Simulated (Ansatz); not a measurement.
**CH5BClN (SMILES CNBCl) at BLYP/def2-SVP**

Aim: the vertical ionisation energy of CH5BClN at BLYP/def2-SVP, from 2 runs. 

The results are computed with Ansatz 0.2.0.

128 further runs of the same task are left out: 128 set aside as unsound or not needed.

### Step 1. The structure to begin with

CH5BClN has 9 atoms, charge 0, and is taken as a singlet. As SMILES, `CNBCl`. The coordinates come from a PBE0-D4/def2-TZVP relaxation. This is one conformer, not always the lowest.

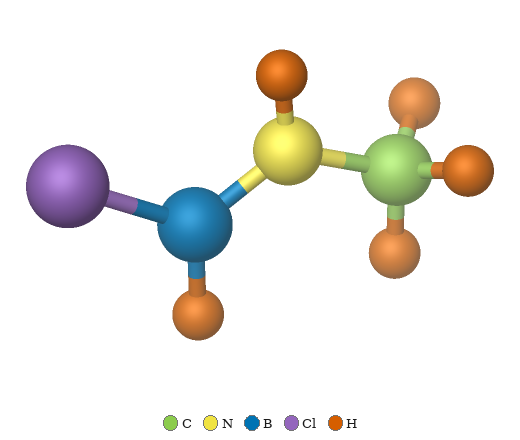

Viewed from a chosen angle; carbon green, nitrogen yellow, boron blue, chlorine purple, hydrogen orange.

### Step 2. The energy at BLYP/def2-SVP

File input.yaml:

```yaml
crystal:
  periodic: [false, false, false]
  atoms:
    - {symbol: C, position_ang: [0.510100, 0.482100, -0.973400]}
    - {symbol: N, position_ang: [-0.407900, -0.226000, -0.111700]}
    - {symbol: B, position_ang: [-0.261100, -0.415200, 1.248200]}
    - {symbol: Cl, position_ang: [-1.495300, -1.314500, 2.144800]}
    - {symbol: H, position_ang: [0.907000, -0.170400, -1.756500]}
    - {symbol: H, position_ang: [0.027900, 1.338900, -1.452800]}
    - {symbol: H, position_ang: [1.346700, 0.849900, -0.380000]}
    - {symbol: H, position_ang: [-1.220500, -0.605500, -0.573900]}
    - {symbol: H, position_ang: [0.681600, 0.014200, 1.838200]}
basis:
  gaussian:
    orbitals: def2-SVP
output:
  orbitals: {seedname: orbitals}
accuracy: high
hamiltonian:
  xc: {name: BLYP}
```

Command:

```sh
$ ansatz run input.yaml --threads 1 --pin off --max-ram 3480MiB --events-out events.jsonl --progress --plain --runs-dir runs
```

The log of the run:

```text
Warning: RAYON_NUM_THREADS=1 ignored (pool sized by the plan → 1); use --threads N
Functional definition: BLYP
  name "BLYP"
  parameter beta = 0.0042
  parameter a = 0.04918
  parameter b = 0.132
  parameter c = 0.2533
  parameter d = 0.349
  exchange = b88_x(beta = beta)
  correlation = lyp_c(a = a, b = b, c = c, d = d)
2017 factors; integrals over basis functions are off by at most 8.2e-9 eV
mean field evaluation 1: about -15792.1378 eV, gradient 6.3e1 eV
mean field evaluation 2: about -15763.3637 eV, gradient 1.2e2 eV
mean field evaluation 4: about -15801.2635 eV, gradient 8.3e0 eV
mean field evaluation 8: about -15801.4243 eV, gradient 4.3e-1 eV
mean field evaluation 16: about -15801.4247 eV, gradient 6.2e-6 eV
mean field -15801.42473215 eV, -580.6916483162 hartree, gradient 4.0e-8 eV, S^2 0.000000; 0 other end points of the search recorded, 0 dependent functions left out
reference -15801.42478422 eV, -580.6916502298 hartree; 20, 20 occupied and 65, 65 virtual orbitals, 2017 factors
Total energy: -15801.42478422 eV, -580.6916502298 hartree
```

Wall time 4.8 s (1 thread of Arm Neoverse V2, shared host); peak memory 0.22 GiB.

### Step 3. The doublet cation

File in.yaml:

```yaml
crystal:
  periodic: [false, false, false]
  atoms:
    - symbol: C
      position_ang: [0.510100, 0.482100, -0.973400]
    - symbol: N
      position_ang: [-0.407900, -0.226000, -0.111700]
    - symbol: B
      position_ang: [-0.261100, -0.415200, 1.248200]
    - symbol: Cl
      position_ang: [-1.495300, -1.314500, 2.144800]
    - symbol: H
      position_ang: [0.907000, -0.170400, -1.756500]
    - symbol: H
      position_ang: [0.027900, 1.338900, -1.452800]
    - symbol: H
      position_ang: [1.346700, 0.849900, -0.380000]
    - symbol: H
      position_ang: [-1.220500, -0.605500, -0.573900]
    - symbol: H
      position_ang: [0.681600, 0.014200, 1.838200]
basis:
  gaussian:
    orbitals: def2-SVP
total_charge: 1
magnetization:
  spin_polarized: true
  initial_magnetization: 1
output: {orbitals: {seedname: orbitals}}
hamiltonian:
  xc: {name: BLYP}
accuracy: high
```

Command:

```sh
$ ansatz run in.yaml --threads 1 --pin off --max-ram 3480MiB --events-out events.jsonl --progress --plain --runs-dir runs
```

The log of the run (excerpt; [...] marks lines left out):

```text
Warning: RAYON_NUM_THREADS=1 ignored (pool sized by the plan → 1); use --threads N
[... 9 set-up lines as earlier in the session ...]
2017 factors; integrals over basis functions are off by at most 8.2e-9 eV
mean field evaluation 1: about -15770.0143 eV, gradient 6.5e1 eV
mean field evaluation 2: about -15665.5792 eV, gradient 1.4e2 eV
mean field evaluation 4: about -15786.6539 eV, gradient 3.1e1 eV
mean field evaluation 8: about -15791.9913 eV, gradient 9.9e-1 eV
mean field evaluation 16: about -15791.9989 eV, gradient 6.1e-4 eV
mean field evaluation 32: about -15791.9674 eV, gradient 1.5e0 eV
mean field -15791.99891532 eV, -580.3452559368 hartree, gradient 2.6e-8 eV, S^2 0.754705; 4 other end points of the search recorded, 0 dependent functions left out
reference -15791.99896570 eV, -580.3452577880 hartree; 20, 19 occupied and 65, 66 virtual orbitals, 2017 factors
Total energy: -15791.99896570 eV, -580.3452577880 hartree
```

Run time: 9.9 s. Hardware: 1 thread of Arm Neoverse V2, shared host; peak memory 0.27 GiB.

### Step 4. What came out

At BLYP/def2-SVP:

| quantity | value |
| --- | --- |
| singlet CH5BClN: total energy | -580.69165 Eh |
| singlet CH5BClN: HOMO energy | -6.10 eV |
| singlet CH5BClN: LUMO energy | -0.15 eV |
| singlet CH5BClN: HOMO–LUMO gap | 5.95 eV |
| doublet cation: total energy | -580.34526 Eh |
| doublet cation: HOMO energy (highest over α and β) | -13.00 eV |
| doublet cation: LUMO energy (lowest over α and β) | -12.73 eV |
| doublet cation: ⟨S²⟩ | 0.755 |
| vertical ionisation energy (to the doublet cation) | 9.426 eV |

The vertical ionisation energy comes to 9.43 eV (909 kJ/mol). The negative HOMO energy of the first species, 6.10 eV, lies 3.32 eV below that difference.
